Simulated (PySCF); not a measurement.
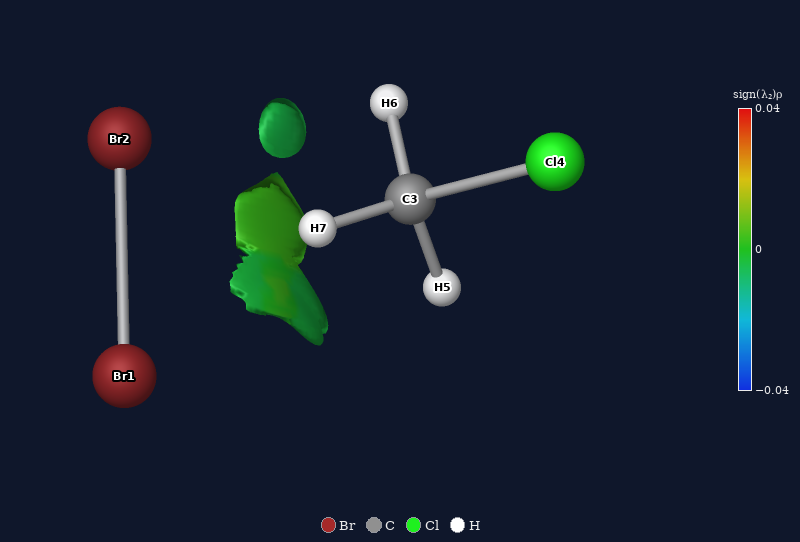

Figure 1: CH$_{3}$Br$_{2}$Cl, SMILES `BrBr.CCl`. Non-covalent interaction surfaces between the fragments (reduced density gradient s = 0.4, coloured by sign(λ₂)ρ in a.u.; trimmed to the region between the fragments where ρ is under 0.06 a.u.). Fragment A: Br2 (atoms 1–2); fragment B: H3CCl.

Computed with PySCF, B3LYP/aug-cc-pVDZ, geometry: GFN2-xTB. GFN2-xTB bond lengths at metals and heavier atoms can be off by up to 0.1 Å and shapes distorted, which carries into these values.

### Which interactions hold the two fragments together?

Bond critical points between the fragments: Br2···H6, 3.25 Å, ρ = 0.005 a.u.; Br1···H5, 3.38 Å, ρ = 0.004 a.u. All are weak and appear green (van der Waals range). Several contacts close a ring, whose ring point adds a part with positive λ₂ between them. The pose is a local one from a semi-empirical search, not shown to be the most stable.

### How strongly are they bound?

The counterpoise-corrected interaction energy of the frozen fragments is +0.6 kcal/mol without dispersion correction and −1.5 kcal/mol with D3(BJ). The pair geometry is semi-empirical, not a minimum at this level.
